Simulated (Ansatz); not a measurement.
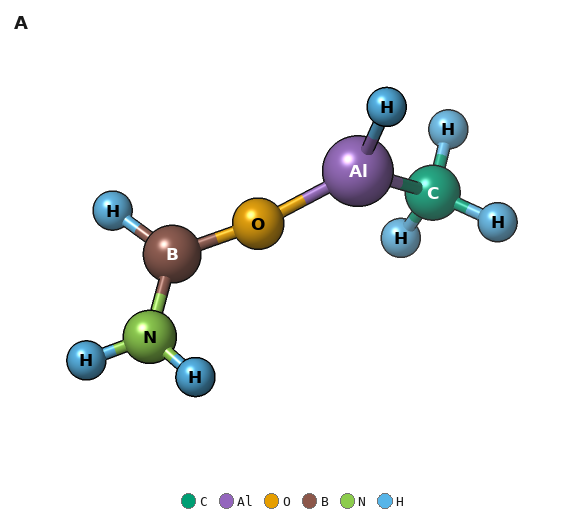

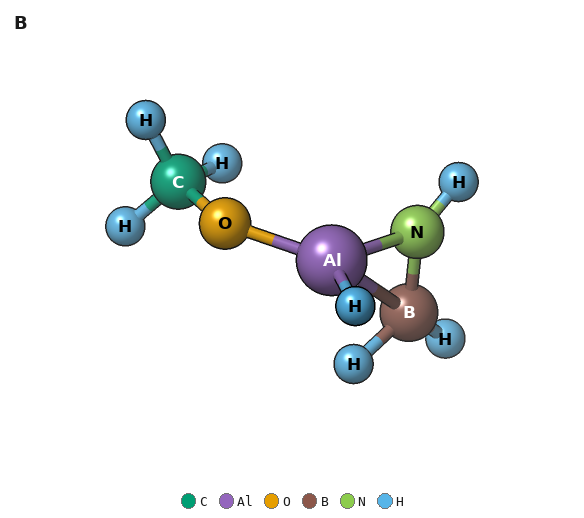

2 stationary structures of one formula. Geometries: PBE0-D4/def2-TZVP. Electronic energies: B2PLYP (frozen core)/def2-TZVPP (Ansatz 0.2.0), without zero-point energy. No frequency run is at hand to confirm each as a minimum. Each is one conformer, not always the lowest.

Which structure is the most stable?

A is lowest; B lies 153.6 kJ/mol above it.
